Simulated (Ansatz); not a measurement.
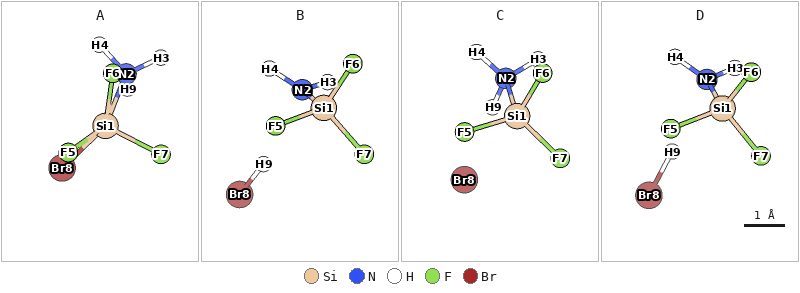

4 geometries from a converged minimum-energy path of SiNH₃BrF₃, made up at the start of SiNH2F3 and HBr, shuffled. Style: ball-and-stick. Shown from a free direction.

Computed with Ansatz, RHF/def2-SVP. Settings: 5 movable images; climbing image; force threshold 0.05 eV/Å; iteration limit 60; starting path through a guess of the saddle point.

### Which frame is the top of the path?

C. In order along the path, whose images run from 0 to 6: B (image 0, 0.00 eV), D (image 1, +0.01 eV), C (image 3, +0.90 eV), A (image 5, +0.12 eV). Breaking: Br8–H9 (1.41 → 2.01 at the top → 3.04 Å). Forming: N2–H9 (2.52 → 1.08 at the top → 1.01 Å), Si1–Br8 (4.94 → 3.28 at the top → 2.24 Å).

Limits of the set-up: the start holds two separate molecules, 2.5 Å apart at their closest, whose relative position is a soft coordinate and is computed without a dispersion correction; Hartree-Fock leaves out electron correlation.
